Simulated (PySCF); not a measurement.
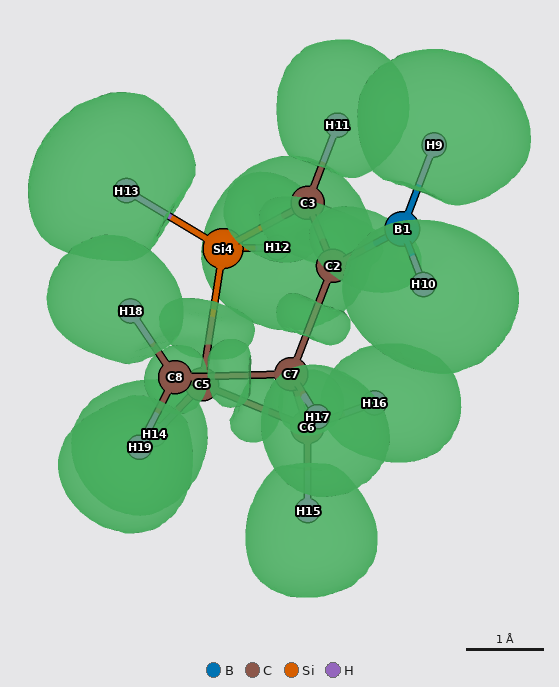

The picture shows: C₆H₁₁BSi. Isosurface of the ELF at 0.8 (green), seen at an oblique angle. Only the valence region is drawn (cores and ρ < 0.01 e/Å³ removed).

Geometry: GFN2-xTB.

These are results of PBE0/pcSseg-1, SCF density, gas phase, non-relativistic (PySCF 2.14.0), not measurements.

Input

```
{"job": {"kind": "nmr", "xc": "PBE0", "basis": "pcSseg-1"}, "charge": 0, "multiplicity": 1}
B      2.611455     0.489773    -0.781167
C      1.117513     0.387672    -0.397642
C      0.272555     1.429285    -0.565435
Si    -1.545620     1.292832    -0.092578
C     -1.505393    -0.499210     0.526424
C     -0.741114    -1.328882    -0.517049
C      0.560659    -0.890557     0.180236
C     -0.282031    -0.641125     1.445361
H      3.030564     1.486013    -1.228856
H      3.330399    -0.421226    -0.628117
H      0.667714     2.347619    -0.979293
H     -2.424945     1.445707    -1.257179
H     -1.901598     2.230220     0.978502
H     -2.443360    -0.915755     0.891782
H     -0.916415    -2.399808    -0.413573
H     -0.846884    -1.048371    -1.565290
H      1.340225    -1.648662     0.263596
H     -0.000510     0.219477     2.052580
H     -0.333018    -1.525752     2.080237
```

Launched as:

```sh
OMP_NUM_THREADS=1 python probes_run.py task.json out
```

Q: What do the ELF domains correspond to?

A: The surface consists of one region between bonded B–C atoms (shared pairs), six regions between bonded C–C atoms (shared pairs), two regions between bonded C–Si atoms (shared pairs) and eleven regions around hydrogen nuclei.

Values along the shortest contacts:
C–C (1.35 Å): the ELF peaks at about 0.95 between the atoms; a covalent bond. C–B (1.55 Å): the ELF peaks at about 1 between the atoms (a shared electron pair).
